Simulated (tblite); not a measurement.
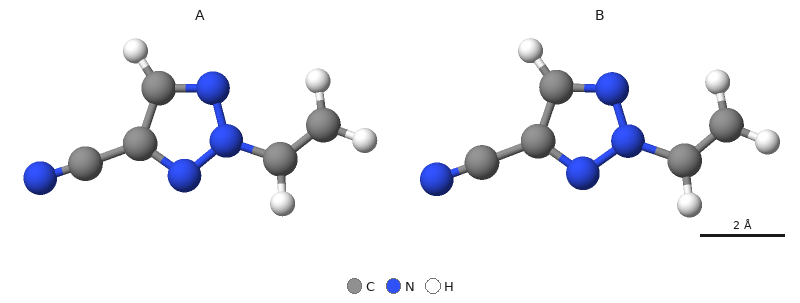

Two geometries of C5H4N4, drawn at one scale. One is the start of a relaxation, the other its converged end. A ball-and-stick model, seen face on.

Theory: tblite 0.8.0, GFN2-xTB geometry optimisation, gas phase. 

Which of the two is the end point?

Answer. Structure A is the relaxed one. The largest move after the best rigid fit is that of an H atom, 0.17 Å. Largest moves by element: H 0.17 Å, C 0.11 Å, N 0.09 Å. Near-neighbour distances that change, for instance: C–N 1.457 → 1.388 Å, C–C 1.449 → 1.404 Å, C–C 1.376 → 1.415 Å, C–N 1.347 → 1.315 Å. Bond angles that change, for instance: N–N–N 108.1° → 114.9°, H–C–H 124.4° → 118.1°, N–C–H 127.9° → 122.6°. Over 29 geometry steps the energy falls by 11.6 kcal/mol. Cost: 0.15 s on 1 thread of Arm Neoverse V1, on a shared host.
